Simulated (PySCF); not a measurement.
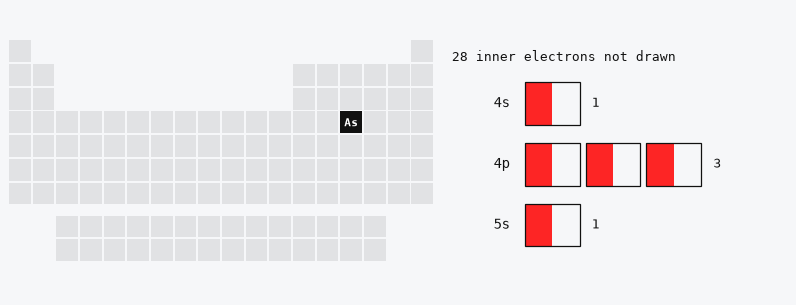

*Left, the place of arsenic in the periodic table; right, the outer shells of the nominal configuration: a box for each of the 2l + 1 orbitals, shaded by the share of the shell that is filled, with the electron count at the right.*

# Atomic calculation, with input and output: As

As, configuration 1s2 2s2 2p6 3s2 3p6 3d10 4s1 4p3 5s1, multiplicity 6. Computed at this level: unrestricted B3LYP, ANO-RCC-VTZP, spin-free X2C-1e, Gaussian nucleus (PySCF).

## Input file
```python
from pyscf import gto, scf, dft, mp, cc
import basis_set_exchange as bse
mol = gto.M(atom="As 0 0 0", charge=0, spin=5, symmetry="D2h",
            basis=gto.basis.parse(bse.get_basis("ANO-RCC-VTZP", elements=["As"], fmt="nwchem")),
            nucmod="G")
mf = dft.UKS(mol, xc="B3LYP").sfx2c1e()
mf.irrep_nelec = {'Ag': (7, 5), 'B1g': (1, 1), 'B2g': (1, 1), 'B3g': (1, 1), 'B1u': (3, 2), 'B2u': (3, 2), 'B3u': (3, 2)}
mf.kernel()
```

The script is an equivalent of what the driver set up; the driver started from orbitals of its own, so the log can be shorter than this script's would be, and it computed the properties (radii, ⟨L²⟩, response) afterwards. It held the occupations shell by shell, which the script's counts by irreducible representation don't always enforce.

Hardware: 1 CPU thread, shared host.

## Log (extracts)
```
damping factor = 0
level_shift factor = 0
DIIS = <class 'pyscf.scf.diis.CDIIS'>
diis_start_cycle = 1
diis_space = 10
diis_damp = 0
SCF conv_tol = 1e-09
SCF conv_tol_grad = None
number electrons alpha = 19  beta = 14
XC functionals = B3LYP
    P. J. Stephens, F. J. Devlin, C. F. Chabalowski, and M. J. Frisch.,  J. Phys. Chem. 98, 11623 (1994)
cycle= 1 E= -2260.19581591121  delta_E= -0.00587  |g|= 0.0839  |ddm|= 0.0871
cycle= 2 E= -2260.19660121345  delta_E= -0.000785  |g|= 0.053  |ddm|= 0.0439
cycle= 3 E= -2260.1972112001  delta_E= -0.00061  |g|= 0.00127  |ddm|= 0.0202
cycle= 4 E= -2260.19721184609  delta_E= -6.46e-07  |g|= 3.16e-05  |ddm|= 0.000999
cycle= 5 E= -2260.19721184687  delta_E= -7.72e-10  |g|= 9.63e-07  |ddm|= 5.04e-05
converged SCF energy = -2260.19721184687  <S^2> = 8.7507569  2S+1 = 6.0002523
```

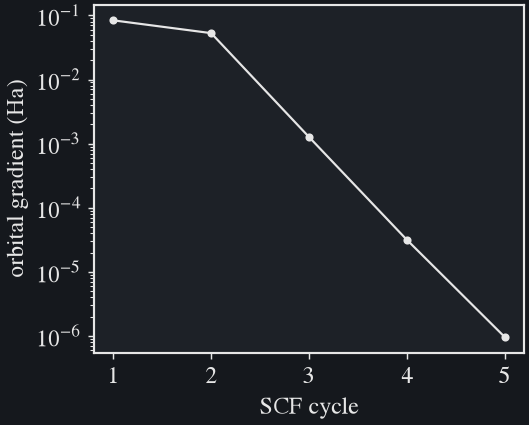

*Convergence: orbital gradient against the SCF cycle.*

The residual falls at every step. It goes from 0.084 to 9.6×10⁻⁷ in 5 steps.

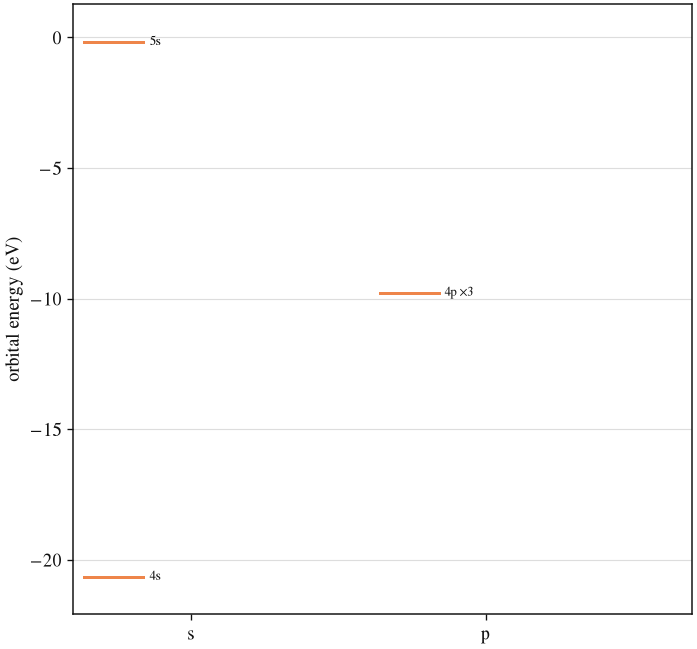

*Orbital energies of the mean field, from the top down to −20.6 eV, by angular momentum, α spin at the left of each column and β at the right; ×n counts the orbitals under one label. Empty levels that the record names by l alone aren't drawn.*

The highest filled orbital is 5s α at −0.172 eV, the lowest empty one s β at −14.2 eV.

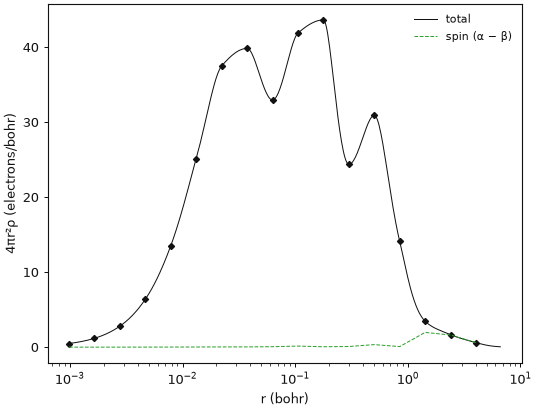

*Spherically averaged radial density 4πr²ρ of the mean field and its spin part; markers are the stored points, which are sparse, and the line is a monotone interpolation between them.*

The largest stored value is 43.6 electrons/bohr at r = 0.18 bohr. Root-mean-square radii of the shells: 3s 0.641, 3p 0.668, 3d 0.757, 4s 2.00, 4p 2.50, 5s 4.33 bohr.

## Results in brief

- outcome: converged
- total energy: −2260.1972 hartree
- ⟨S²⟩: 8.751
- SCF iterations: 5
- CPU time: 0.59 s (integrals apart)

## Notes

This is not the ground configuration of the species.
